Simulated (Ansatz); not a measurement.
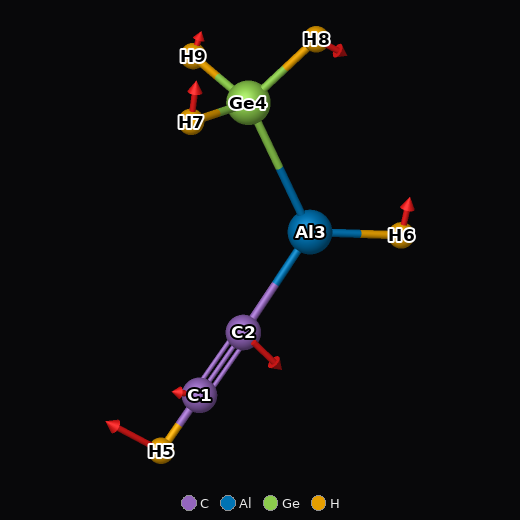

The arrows show one normal mode. Harmonic vibrations computed with RKS PBE0-D4/def2-TZVP (Ansatz 0.2.0) at a stationary point of the same level.

What kind of motion is it?

Mostly angle bending.

Estimate its harmonic wavenumber.

242 cm⁻¹; it is mode 4 of 21 counted from the lowest.
